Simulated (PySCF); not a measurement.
# CS: excited-state relaxation, vibronic structure

What do calculations give for the excited-state relaxation, vibronic structure of CS (`[C-]#[S+]`)?

Programs: PySCF 2.14.0, with routines of our own; each step states its level. All values are computed. Atoms count from 0.

## Step 1: The starting structure

2 atoms, charge 0, multiplicity 1; geometry from: GFN2-xTB.

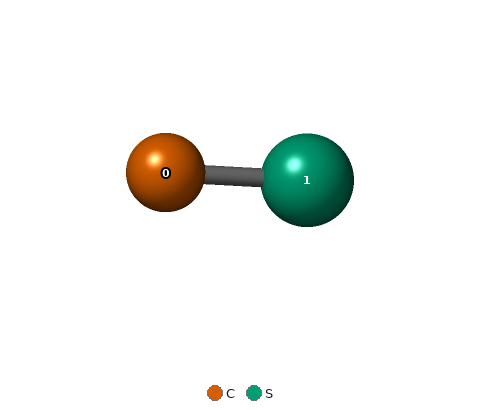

The starting geometry (carbon orange, sulfur teal).

## Step 2: Optimising the geometry at BHandHLYP/def2-TZVP

What the job is given:

```
{"job": {"xc": "BHandHLYP", "basis": "def2-TZVP", "grid": 1, "kind": "geom"}, "charge": 0, "multiplicity": 1}
C      0.761975    -0.003367    -0.002271
S     -0.759218     0.004635    -0.011877
```

Started as:

```sh
$ OMP_NUM_THREADS=1 python excited_run.py task.json out
```

One launch serves the whole session: the jobs run in the order shown.

The log of the run:

```text
step   0  E = -436.21162512  max force = 0.006205
step   1  E = -436.21165464  max force = 0.000243
step   2  E = -436.21165467  max force = 0.000028
optimisation converged
```

Wall time 0.86 s (1 thread of AMD EPYC 9R45, shared host); peak memory 0.28 GiB.

Relaxation path:

| step | energy from step 0 (eV) | largest force component (eV/Å) |
| --- | --- | --- |
| 0 | 0.0000 | 0.3191 |
| 1 | -0.0008 | 0.0125 |
| 2 | -0.0008 | 0.0014 |

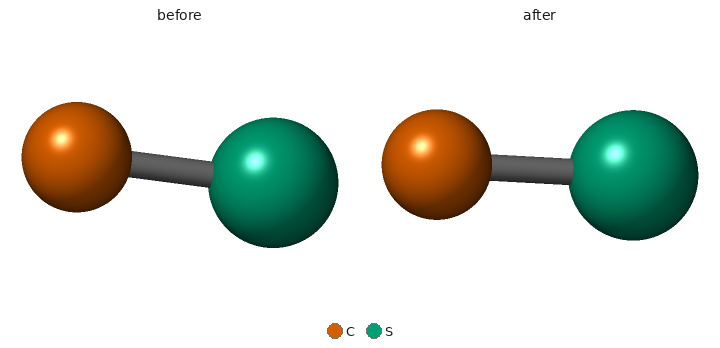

The geometry before (left) and after (right).

The bond:

| bond | before (Å) | after (Å) | change (Å) |
| --- | --- | --- | --- |
| C0–S1 | 1.521 | 1.516 | -0.005 |

The final coordinates are the input of the step that follows.

| at the end point | value |
| --- | --- |
| point group (found at 0.08 Å tolerance) | Cinfv |
| rotational constants (GHz, main isotopes) | 25.203, 25.203 |
| dipole moment (D) | 1.91 |

## Step 3: Excited-state relaxation: TDDFT BHandHLYP/def2-TZVP

What the job is given:

```
{"job": {"kind": "xopt", "state": "S1", "method": "TDDFT", "freq": true, "xc": "BHandHLYP", "basis": "def2-TZVP", "grid": 1}, "charge": 0, "multiplicity": 1}
C      0.756664    -0.049470     0.032705
S     -0.753899     0.050734    -0.046854
```

Method: TDDFT BHandHLYP/def2-TZVP excited-state geometry optimisation, gas phase.

The log of the run:

```text
final grid: 11496 points
cycle   1  E = -436.2063931303  dE =  1.193e-01  |g| = 1.394e-01  |ddm| = 1.421e+00
cycle   2  E = -436.2060163651  dE =  3.768e-04  |g| = 1.402e-01  |ddm| = 2.166e-01
cycle   3  E = -436.2107530453  dE = -4.737e-03  |g| = 5.686e-02  |ddm| = 1.347e-01
cycle   4  E = -436.2116427033  dE = -8.897e-04  |g| = 4.763e-03  |ddm| = 4.700e-02
cycle   5  E = -436.2116539691  dE = -1.127e-05  |g| = 1.140e-03  |ddm| = 8.777e-03
cycle   6  E = -436.2116545924  dE = -6.233e-07  |g| = 4.761e-04  |ddm| = 2.095e-03
cycle   7  E = -436.2116546693  dE = -7.695e-08  |g| = 8.555e-05  |ddm| = 5.982e-04
cycle   8  E = -436.2116546715  dE = -2.168e-09  |g| = 8.214e-06  |ddm| = 1.102e-04
cycle   9  E = -436.2116546715  dE = -3.473e-11  |g| = 2.036e-06  |ddm| = 1.475e-05
converged SCF energy = -436.2116546715

vertical S1 at the ground-state geometry: 4.8708 eV
step    E(state)/Eh    max force   excitation/eV  root
  0    -436.03160803   0.058039     4.8959      1
  1    -436.03479486   0.012101     4.7693      1
  2    -436.03493777   0.005470     4.7451      1
  3    -436.03497627   0.000267     4.7247      1
  4    -436.03497644   0.000014     4.7236      1
optimisation converged
vertical emission 4.7236 eV, adiabatic 4.8077 eV, Stokes shift 0.1472 eV, reorganisation 0.0631 (excited) and 0.0841 eV (ground)
in 1,4-dioxane: absorption 4.8813 eV (f = 0.0086, root 1), emission 4.7145 eV (f = 0.0077, root 1)
in acetonitrile: absorption 4.9716 eV (f = 0.0085, root 1), emission 4.7031 eV (f = 0.0098, root 1)
zero-point change -0.0191 eV, 0-0 energy 4.7886 eV
frequencies of the excited state (cm-1): 1074
```

It took 11 s on 1 thread of AMD EPYC 9R45, shared host; peak memory 0.31 GiB.

From this job:

| quantity | value |
| --- | --- |
| vertical absorption, S1 | 4.87 eV |
| adiabatic energy, S1 | 4.81 eV |
| vertical emission, S1 | 4.72 eV |
| Stokes shift, S1 | 0.15 eV |
| geometry moved (RMSD), S1 | 0.030 Å |

Bonds of the start that changed most:

| bond | start (Å) | end (Å) |
| --- | --- | --- |
| C0–S1 | 1.516 | 1.571 |

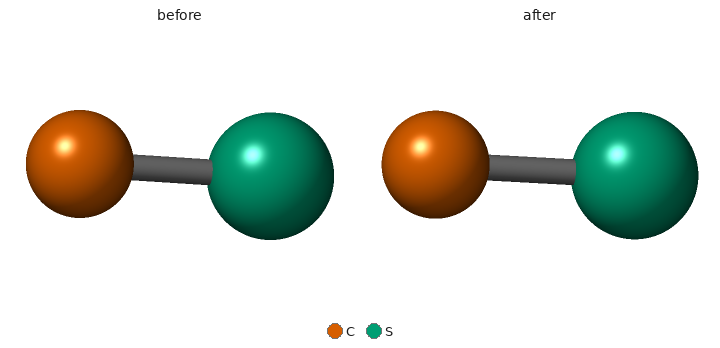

Before and after.

The fields below are evaluated on a grid from the run's orbitals.

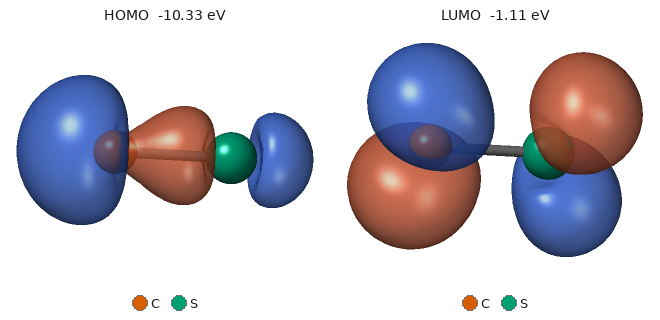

Frontier orbitals at BHandHLYP/def2-TZVP; each surface holds 70 % of the orbital's density, blue and red mark the sign.

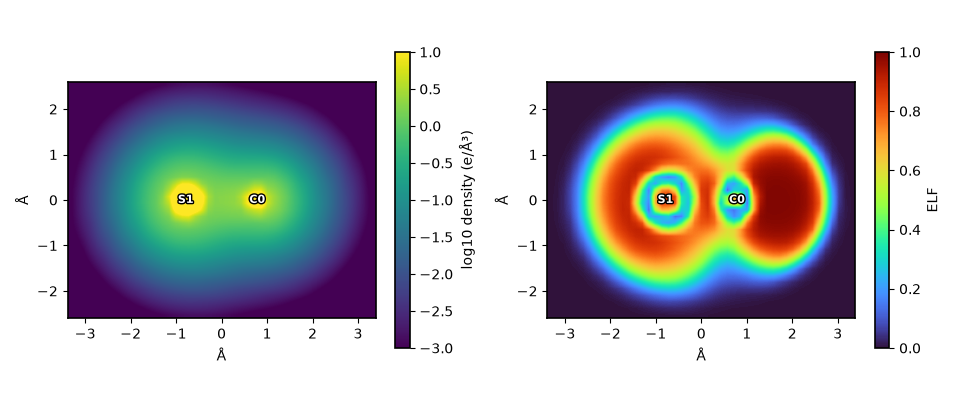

Density (left) and ELF (right) in a plane through or near 2 of the atoms.

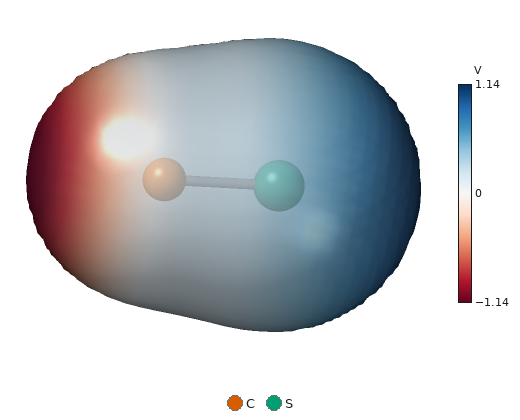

Electrostatic potential on the surface of density 0.002 e/bohr³; red is low, blue high. It runs, from the 1st to the 99th percentile, from -1.14 V near C0 to 1.02 V near S1.

## Step 4: Excited-state relaxation: UKS BHandHLYP/def2-TZVP

What the job is given:

```
{"job": {"kind": "xopt", "state": "T1", "method": "UKS", "freq": true, "xc": "BHandHLYP", "basis": "def2-TZVP", "grid": 1}, "charge": 0, "multiplicity": 1}
C      0.756664    -0.049470     0.032705
S     -0.753899     0.050734    -0.046854
```

Level: UKS BHandHLYP/def2-TZVP excited-state geometry optimisation, gas phase.

The log of the run:

```text
final grid: 11496 points
cycle   1  E = -436.2063931303  dE =  1.193e-01  |g| = 1.394e-01  |ddm| = 1.421e+00
cycle   2  E = -436.2060163651  dE =  3.768e-04  |g| = 1.402e-01  |ddm| = 2.166e-01
cycle   3  E = -436.2107530453  dE = -4.737e-03  |g| = 5.686e-02  |ddm| = 1.347e-01
cycle   4  E = -436.2116427033  dE = -8.897e-04  |g| = 4.763e-03  |ddm| = 4.700e-02
cycle   5  E = -436.2116539691  dE = -1.127e-05  |g| = 1.140e-03  |ddm| = 8.777e-03
cycle   6  E = -436.2116545924  dE = -6.233e-07  |g| = 4.761e-04  |ddm| = 2.095e-03
cycle   7  E = -436.2116546693  dE = -7.695e-08  |g| = 8.555e-05  |ddm| = 5.982e-04
cycle   8  E = -436.2116546715  dE = -2.168e-09  |g| = 8.214e-06  |ddm| = 1.102e-04
cycle   9  E = -436.2116546715  dE = -3.473e-11  |g| = 2.036e-06  |ddm| = 1.475e-05
converged SCF energy = -436.2116546715

vertical T1 at the ground-state geometry: 3.2409 eV
step    E(state)/Eh    max force   <S^2>
  0    -436.09169932   0.048803    2.0381
  1    -436.09378882   0.005771    2.0454
  2    -436.09381944   0.002097    2.0461
  3    -436.09382417   0.000040    2.0466
optimisation converged
vertical emission 3.1659 eV, adiabatic 3.2063 eV, Stokes shift 0.0750 eV, reorganisation 0.0345 (excited) and 0.0405 eV (ground)
zero-point change -0.0121 eV, 0-0 energy 3.1942 eV
frequencies of the excited state (cm-1): 1185
```

Wall time 5.7 s (1 thread of AMD EPYC 9R45, shared host); peak memory 0.31 GiB.

In short:

| quantity | value |
| --- | --- |
| vertical gap at the ground-state geometry, T1 | 3.24 eV |
| adiabatic energy, T1 | 3.21 eV |
| vertical gap at the relaxed geometry, T1 | 3.17 eV |
| difference of the two gaps, T1 | 0.07 eV |
| geometry moved (RMSD), T1 | 0.021 Å |

Bonds of the start that changed most:

| bond | start (Å) | end (Å) |
| --- | --- | --- |
| C0–S1 | 1.516 | 1.554 |

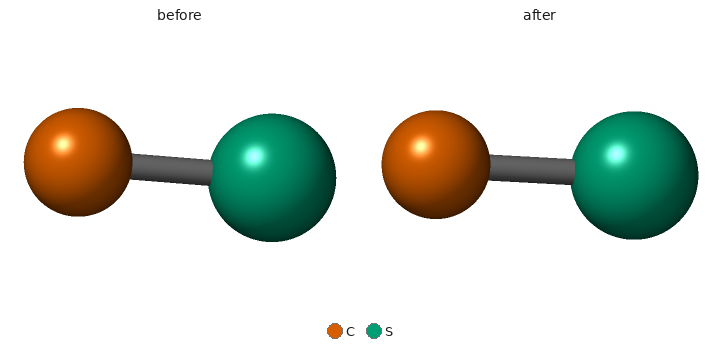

Before and after.

## Step 5: Excited-state relaxation: TDA BHandHLYP/def2-TZVP

What the job is given:

```
{"job": {"kind": "xopt", "state": "T1", "method": "TDA", "xc": "BHandHLYP", "basis": "def2-TZVP", "grid": 1}, "charge": 0, "multiplicity": 1}
C      0.756664    -0.049470     0.032705
S     -0.753899     0.050734    -0.046854
```

With the program's defaults for keys left out, this is: TDA BHandHLYP/def2-TZVP excited-state geometry optimisation, gas phase.

The log of the run:

```text
final grid: 11496 points
cycle   1  E = -436.2063931303  dE =  1.193e-01  |g| = 1.394e-01  |ddm| = 1.421e+00
cycle   2  E = -436.2060163651  dE =  3.768e-04  |g| = 1.402e-01  |ddm| = 2.166e-01
cycle   3  E = -436.2107530453  dE = -4.737e-03  |g| = 5.686e-02  |ddm| = 1.347e-01
cycle   4  E = -436.2116427033  dE = -8.897e-04  |g| = 4.763e-03  |ddm| = 4.700e-02
cycle   5  E = -436.2116539691  dE = -1.127e-05  |g| = 1.140e-03  |ddm| = 8.777e-03
cycle   6  E = -436.2116545924  dE = -6.233e-07  |g| = 4.761e-04  |ddm| = 2.095e-03
cycle   7  E = -436.2116546693  dE = -7.695e-08  |g| = 8.555e-05  |ddm| = 5.982e-04
cycle   8  E = -436.2116546715  dE = -2.168e-09  |g| = 8.214e-06  |ddm| = 1.102e-04
cycle   9  E = -436.2116546715  dE = -3.473e-11  |g| = 2.036e-06  |ddm| = 1.475e-05
converged SCF energy = -436.2116546715

vertical T1 at the ground-state geometry: 3.2941 eV
step    E(state)/Eh    max force   excitation/eV  root
  0    -436.08965332   0.053358     3.3164      1
  1    -436.09210006   0.005824     3.2189      1
  2    -436.09213093   0.002049     3.2096      1
  3    -436.09213546   0.000032     3.2046      1
optimisation converged
vertical emission 3.2046 eV, adiabatic 3.2523 eV, Stokes shift 0.0896 eV, reorganisation 0.0419 (excited) and 0.0477 eV (ground)
```

Wall time 2 s (1 thread of AMD EPYC 9R45, shared host); peak memory 0.32 GiB.

In short:

| quantity | value |
| --- | --- |
| vertical gap at the ground-state geometry, T1 | 3.29 eV |
| adiabatic energy, T1 | 3.25 eV |
| vertical gap at the relaxed geometry, T1 | 3.20 eV |
| difference of the two gaps, T1 | 0.09 eV |
| geometry moved (RMSD), T1 | 0.022 Å |

Bonds of the start that changed most:

| bond | start (Å) | end (Å) |
| --- | --- | --- |
| C0–S1 | 1.516 | 1.557 |

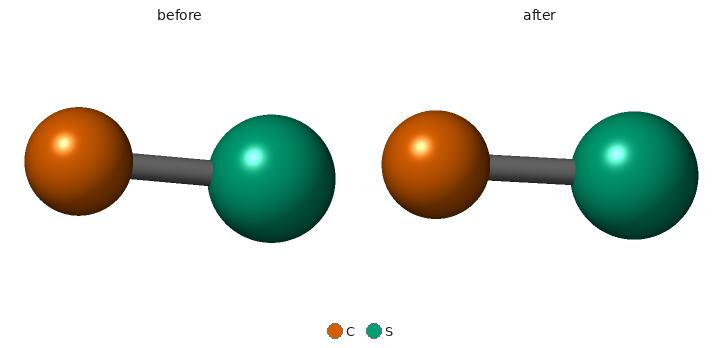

Before and after.

## Step 6: Vibronic structure: TDDFT BHandHLYP/def2-TZVP

What the job is given:

```
{"job": {"kind": "vib", "tda": false, "freq": true, "xc": "BHandHLYP", "basis": "def2-TZVP", "grid": 1}, "charge": 0, "multiplicity": 1}
C      0.756664    -0.049470     0.032705
S     -0.753899     0.050734    -0.046854
```

Method: TDDFT BHandHLYP/def2-TZVP vertical-gradient vibronic structure (displaced harmonic oscillators, Condon), gas phase.

The log of the run:

```text
final grid: 11496 points
cycle   1  E = -436.2063931303  dE =  1.193e-01  |g| = 1.394e-01  |ddm| = 1.421e+00
cycle   2  E = -436.2060163651  dE =  3.768e-04  |g| = 1.402e-01  |ddm| = 2.166e-01
cycle   3  E = -436.2107530453  dE = -4.737e-03  |g| = 5.686e-02  |ddm| = 1.347e-01
cycle   4  E = -436.2116427033  dE = -8.897e-04  |g| = 4.763e-03  |ddm| = 4.700e-02
cycle   5  E = -436.2116539691  dE = -1.127e-05  |g| = 1.140e-03  |ddm| = 8.777e-03
cycle   6  E = -436.2116545924  dE = -6.233e-07  |g| = 4.761e-04  |ddm| = 2.095e-03
cycle   7  E = -436.2116546693  dE = -7.695e-08  |g| = 8.555e-05  |ddm| = 5.982e-04
cycle   8  E = -436.2116546715  dE = -2.168e-09  |g| = 8.214e-06  |ddm| = 1.102e-04
cycle   9  E = -436.2116546715  dE = -3.473e-11  |g| = 2.036e-06  |ddm| = 1.475e-05
converged SCF energy = -436.2116546715

Singlet excitations (eV, f): 4.871 (0.0073)  4.871 (0.0073)  5.316 (0.0000)  5.675 (0.0000)  5.675 (0.0000)  8.618 (0.2322)

State S1  4.8708 eV  f = 0.00734  H->L 0.99
  relaxed dipole 0.423 D, largest gradient of the excitation energy 0.0472 Eh/bohr
  mode    cm-1        S   lambda/meV  Raman
    1   1381.0    0.2826      48.4   1.000
  reorganisation energy 0.0484 eV, total S 0.283, 0-0 4.8224 eV
  absorption maximum 4.822 eV, width 0.038 eV

State S6  8.6182 eV  f = 0.23225  H-1->L+1 0.36, H-2->L 0.36, H->L+2 0.20
  relaxed dipole 0.969 D, largest gradient of the excitation energy 0.1627 Eh/bohr
  mode    cm-1        S   lambda/meV  Raman
    1   1381.0    3.3657     576.3   1.000
  reorganisation energy 0.5763 eV, total S 3.366, 0-0 8.0419 eV
  absorption maximum 8.556 eV, width 0.694 eV

State T1  3.2941 eV  f = 0.00000  H->L 0.96
  relaxed dipole 0.186 D, largest gradient of the excitation energy 0.0412 Eh/bohr
  mode    cm-1        S   lambda/meV  Raman
    1   1381.0    0.2160      37.0   1.000
  reorganisation energy 0.0370 eV, total S 0.216, 0-0 3.2572 eV
  absorption maximum 3.257 eV, width 0.038 eV
```

Wall time 1 s (1 thread of AMD EPYC 9R45, shared host); peak memory 0.32 GiB.

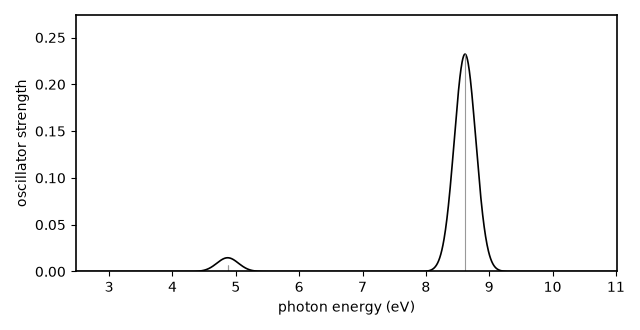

Absorption lines of the singlets. Lines are broadened to a width of 0.40 eV (Gaussian).

## Step 7: Summary of results

| quantity | value |
| --- | --- |
| point group | Cinfv |
| rotational constants (main isotopes) | 25.20, 25.20 GHz |
| vertical absorption, S1 (step 3, TDDFT BHandHLYP/def2-TZVP) | 4.87 eV |
| adiabatic energy, S1 (step 3, TDDFT BHandHLYP/def2-TZVP) | 4.81 eV |
| vertical emission, S1 (step 3, TDDFT BHandHLYP/def2-TZVP) | 4.72 eV |
| Stokes shift, S1 (step 3, TDDFT BHandHLYP/def2-TZVP) | 0.15 eV |
| surface potential, 1st and 99th percentile | -1.14 V and 1.02 V |
| vertical gap at the ground-state geometry, T1 (step 4, UKS BHandHLYP/def2-TZVP) | 3.24 eV |
| adiabatic energy, T1 (step 4, UKS BHandHLYP/def2-TZVP) | 3.21 eV |
| vertical gap at the relaxed geometry, T1 (step 4, UKS BHandHLYP/def2-TZVP) | 3.17 eV |
| difference of the two gaps, T1 (step 4, UKS BHandHLYP/def2-TZVP) | 0.07 eV |
| vertical gap at the ground-state geometry, T1 (step 5, TDA BHandHLYP/def2-TZVP) | 3.29 eV |
| adiabatic energy, T1 (step 5, TDA BHandHLYP/def2-TZVP) | 3.25 eV |
| vertical gap at the relaxed geometry, T1 (step 5, TDA BHandHLYP/def2-TZVP) | 3.20 eV |
| difference of the two gaps, T1 (step 5, TDA BHandHLYP/def2-TZVP) | 0.09 eV |
| S1: vertical, reorganisation, 0-0, total S (step 6, TDDFT BHandHLYP/def2-TZVP, modes from BHandHLYP/def2-TZVP) | 4.87, 0.05, 4.82 eV; 0.3 |
| S6: vertical, reorganisation, 0-0, total S (step 6, TDDFT BHandHLYP/def2-TZVP, modes from BHandHLYP/def2-TZVP) | 8.62, 0.58, 8.04 eV; 3.4 |
| T1: vertical, reorganisation, 0-0, total S (step 6, TDA BHandHLYP/def2-TZVP, modes from BHandHLYP/def2-TZVP) | 3.29, 0.04, 3.26 eV; 0.2 |

**Reading.** With BHandHLYP/def2-TZVP, its start was all but relaxed already: 2 steps gained 0.8 meV. In step 3 (excited-state relaxation), among the bonds C0–S1 changes most, from 1.516 to 1.571 Å. By nearest atom (BHandHLYP/def2-TZVP), the HOMO sits on C0 77 %; S1 23 % and the LUMO on C0 63 %; S1 37 %. In step 4 (excited-state relaxation), among the bonds C0–S1 changes most, from 1.516 to 1.554 Å. In step 5 (excited-state relaxation), among the bonds C0–S1 changes most, from 1.516 to 1.557 Å. Some states lie very close; unless symmetry makes them partners, their order is unsure. The vibronic model keeps the ground-state modes and shifts them along the gradient alone, so it can miss much of the relaxation that a full optimisation finds. ΔSCF (UKS) and response values aren't on one footing and may follow different states, so their differences aren't method errors alone, and singlets and triplets from the two don't rank.
